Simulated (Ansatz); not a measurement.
Results of r²SCAN in Ansatz (PAW) for cubic perovskite SrTiO3 (cubic form, which distorts at low temperature).

Numerical settings: plane-wave cutoff 560 eV, 10×10×10 k mesh, Fermi–Dirac smearing 0.01 eV, no spin polarisation, scalar-relativistic PAW data made under PBE.

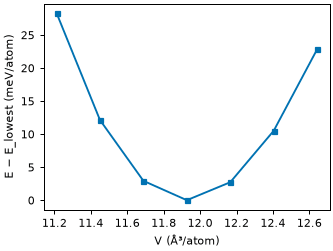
Fig. 1. Total energy against volume

Problem. From the curve, estimate the equilibrium volume and the bulk modulus.

Solution. V0 ≈ 11.9 Å³/atom and B0 ≈ 190 GPa; the fit gives V0 = 11.927 Å³/atom, B0 = 189 GPa, B′ = 4.4.

Measured, for comparison: bulk modulus 172 GPa (room temperature, not corrected to a static lattice, Murnaghan fit, our sources range from 165 to 179; as tabulated in Guennou et al. (2010), arXiv:0910.0710); equilibrium volume per atom 11.77 Å³/atom (0 K, cubic phase extrapolated to 0 K; as tabulated in Bilc et al. (2008), arXiv:0805.0753). Computed (rounded) less measured: bulk modulus +10 % (+6 % to +15 % over the range), equilibrium volume per atom +1.4 %. A static lattice is as a rule a little smaller and stiffer than an uncorrected measurement, which narrows the difference in the bulk modulus and would widen misses of the other sign.

Note: the relaxation could not lower the start's symmetry, so the cell can be a saddle point above a distorted one.

The computed numbers hold no vibrational or temperature effects.

Ansatz is a first-principles code.
